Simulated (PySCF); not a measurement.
C5H11N: NMR shielding calculation

The run: NMR shielding calculation of C5H11N (n-methylpyrrolidine). Method and program: GIAO PBE0/pcSseg-1 NMR shielding, non-relativistic, gas phase (PySCF 2.14.0).

The geometry comes from this level: GFN2-xTB, MD frame at 625 fs, 400 K. It belongs to a series of runs on one base structure; here: MD frame at 625 fs, 400 K. Figures and captions count atoms from 1; the log counts them from 0 in places.

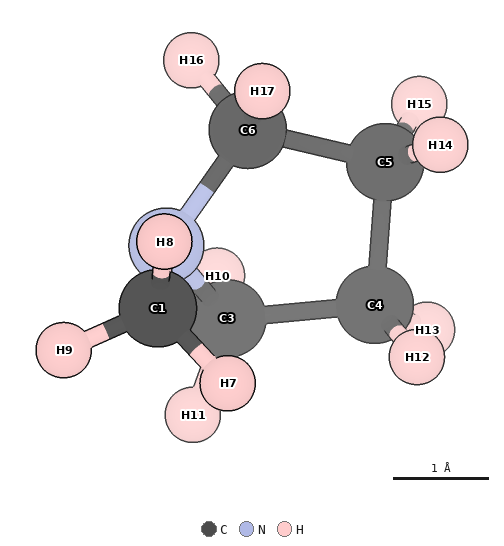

The input geometry (ball-and-stick view, seen at a tilt; atoms are numbered from 1 in the order of the input). Bond lengths as drawn: C–C 1.56 to 1.57 Å, C–H 1.06 to 1.14 Å and C–N 1.46 to 1.50 Å.

Results in brief:

| quantity | value |
| --- | --- |
| outcome | converged |
| total energy | −251.520349 hartree |
| HOMO | −6.12 eV |
| LUMO | 1.21 eV |
| dipole moment | 1.08 D |
| isotropic shielding, C | 118.2 to 161.3 ppm |
| isotropic shielding, N | 208.1 ppm |
| isotropic shielding, H | 27.7 to 30.9 ppm |
| hardware | 1 CPU thread, shared host |
| wall time | 50 s |
| peak memory | 0.8 GiB |

Input:
```
{"job": {"kind": "nmr", "xc": "PBE0", "basis": "pcSseg-1", "pop": false}, "charge": 0, "multiplicity": 1}
C      1.893600    -0.072800    -0.484400
N      0.836900     0.283800     0.518800
C     -0.030500    -0.809000     0.962000
C     -1.199000    -1.035700    -0.058800
C     -1.531700     0.440900    -0.420600
C     -0.257600     1.215600     0.083400
H      1.696900    -0.972100    -1.088600
H      2.092800     0.732600    -1.159400
H      2.817500    -0.238700     0.075700
H     -0.645500    -0.530500     1.782700
H      0.562000    -1.688300     1.183100
H     -0.841300    -1.502600    -1.036900
H     -2.044000    -1.587500     0.292400
H     -1.510200     0.641500    -1.475100
H     -2.448200     0.791600    -0.026000
H     -0.363600     1.955100     0.892300
H      0.108300     1.763200    -0.831300
```

The first line tells a small driver script what to run in PySCF; the rest is the geometry in Å.

Launched with:
```bash
OMP_NUM_THREADS=1 python <driver script> task.json out
```

Output:
```
coarse grid: 13312 points
cycle   1  E = -251.4526754329  dE =  4.844e-01  |g| = 3.301e-01  |ddm| = 3.466e+00
cycle   2  E = -251.4544447212  dE = -1.769e-03  |g| = 3.335e-01  |ddm| = 6.847e-01
cycle   3  E = -251.4831335151  dE = -2.869e-02  |g| = 4.926e-02  |ddm| = 3.477e-01
cycle   4  E = -251.4835991300  dE = -4.656e-04  |g| = 1.346e-02  |ddm| = 4.677e-02
cycle   5  E = -251.4836290353  dE = -2.991e-05  |g| = 6.953e-03  |ddm| = 1.575e-02
cycle   6  E = -251.4836391828  dE = -1.015e-05  |g| = 1.113e-03  |ddm| = 5.981e-03
cycle   7  E = -251.4836394438  dE = -2.610e-07  |g| = 3.760e-04  |ddm| = 1.374e-03
final grid: 126128 points
cycle   8  E = -251.5203304710  dE = -3.413e-05  |g| = 8.337e-03  |ddm| = 2.862e-02
cycle   9  E = -251.5203244156  dE =  6.055e-06  |g| = 9.752e-03  |ddm| = 1.550e-02
cycle  10  E = -251.5203484728  dE = -2.406e-05  |g| = 5.350e-04  |ddm| = 8.456e-03
cycle  11  E = -251.5203485272  dE = -5.437e-08  |g| = 1.914e-04  |ddm| = 5.721e-04
cycle  12  E = -251.5203485357  dE = -8.501e-09  |g| = 3.428e-05  |ddm| = 1.623e-04
cycle  13  E = -251.5203485360  dE = -2.673e-10  |g| = 5.239e-06  |ddm| = 3.678e-05
```

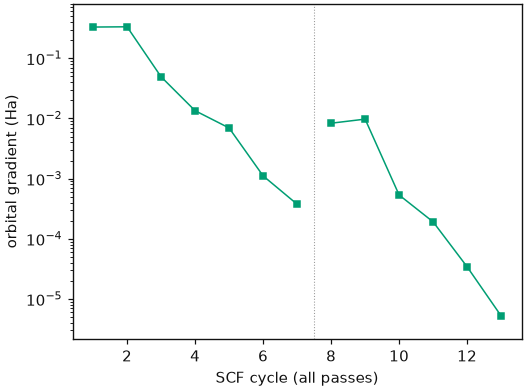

Convergence of the self-consistent field: orbital gradient against the SCF cycle. The dotted line marks the change from a coarse to the final integration grid. The first 7 cycles use a coarse grid, the final grid takes over at cycle 8, and the field converges after 13 cycles in all.

```
converged SCF energy = -251.5203485360

GIAO shielding tensors (ppm)
atom      isotropic    diamagn.    paramagn.     s11        s22        s33       span
  0 C      140.854     244.943    -104.089    104.821    125.958    191.782     86.961
  1 N      208.127     320.652    -112.525    172.853    196.157    255.370     82.517
  2 C      130.030     244.639    -114.609     88.491    128.010    173.588     85.098
  3 C      157.087     250.234     -93.147    126.275    168.879    176.106     49.832
  4 C      161.339     250.431     -89.093    129.999    174.846    179.171     49.171
  5 C      118.227     246.226    -128.000     70.053    112.835    171.792    101.740
  6 H       29.175      30.139      -0.964     24.662     27.243     35.620     10.959
  7 H       30.149      30.660      -0.511     26.261     27.693     36.494     10.234
  8 H       28.600      28.835      -0.235     23.619     25.873     36.308     12.689
  9 H       29.812      31.206      -1.393     23.186     29.089     37.162     13.977
 10 H       29.102      30.287      -1.185     23.613     27.537     36.155     12.542
 11 H       29.027      30.117      -1.090     25.244     26.314     35.523     10.279
 12 H       30.533      31.111      -0.578     25.744     27.874     37.981     12.237
 13 H       30.059      31.865      -1.807     24.890     28.354     36.932     12.042
 14 H       30.894      31.401      -0.507     25.800     28.510     38.371     12.571
 15 H       27.749      29.961      -2.212     21.726     27.034     34.486     12.760
 16 H       28.138      31.165      -3.027     22.815     28.196     33.401     10.586
```

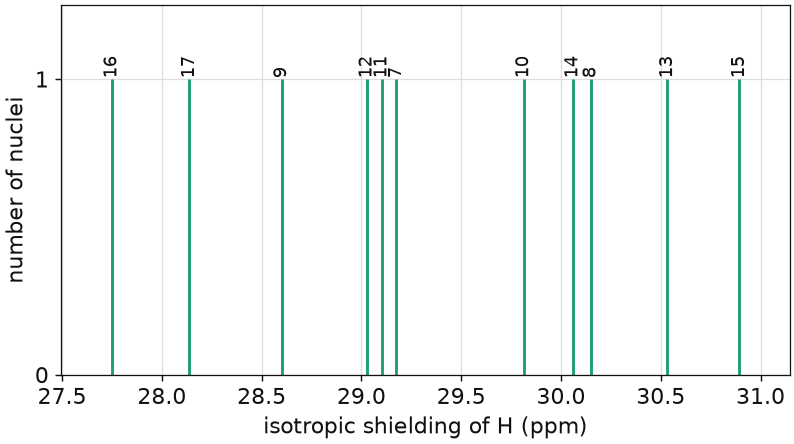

Isotropic shieldings of the hydrogen nuclei in this fixed geometry, labelled by atom number; shielding grows to the right, so chemical shift grows to the left. The least shielded is H16 (27.7 ppm), the most shielded H15 (30.9 ppm).
